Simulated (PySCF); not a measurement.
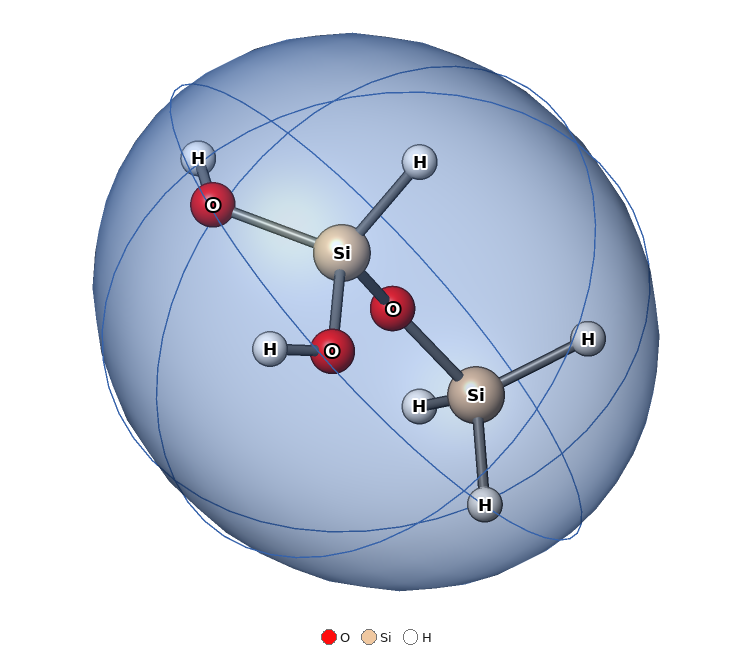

The ellipsoid shows the static dipole polarisability: its half-axes are proportional to the principal values. The computed structure is the end point of a GFN2-xTB optimisation. No frequency run is at hand to confirm it as a minimum. Method: PBE0/def2-SVPD (PySCF 2.14.0).

Question: How large and how anisotropic is the polarisability?

Answer: Principal values 56.3, 58.2, 66.0 bohr³; mean 60.2 bohr³ (8.92 Å³); anisotropy 9.0 bohr³, so the longest axis is 1.17 times the shortest.

The geometry is semi-empirical. Around Si such bond lengths and angles can be off by a tenth of an ångström or more and by several degrees, and values that hang on the shape move with them.
